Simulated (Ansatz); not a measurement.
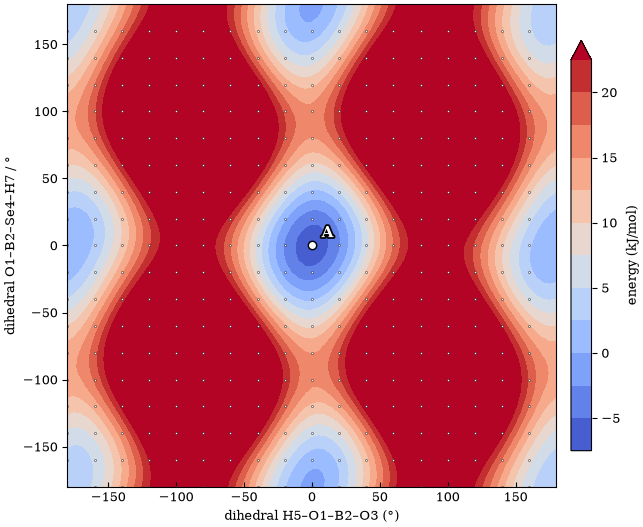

BH₃O₂Se, SMILES OB(O)[SeH]. 
- Coordinates scanned: (1) dihedral H5–O1–B2–O3; (2) dihedral O1–B2–Se4–H7.
- Nothing is relaxed (all other coordinates rigid).
- The scan uses an 18 × 18 grid; 314 points were computed and 10 follow by symmetry.
- Points are written as (first, second).
- All energies are given in kJ/mol relative to the relaxed molecule at the same level.
- Computed with RKS B3LYP-D4/def2-SVP in Ansatz.

The picture shows filled contours, dots at the grid points, one colour for all values above the top of the scale, the well A. Between grid points the surface is interpolated.

### Where is the minimum, and how stiff is the well along each coordinate? Take the well at A.

The interpolated minimum is at dihedral H5–O1–B2–O3 ≈ 0°, dihedral O1–B2–Se4–H7 ≈ 0°. The curvatures there are about 0.66 eV/rad² and 0.42 eV/rad², with a cross term of about −0.072 eV/rad². Round the minimum the two coordinates are weakly coupled (coupling −0.14 in units of the two stiffnesses). (1 eV is 96.5 kJ/mol.)
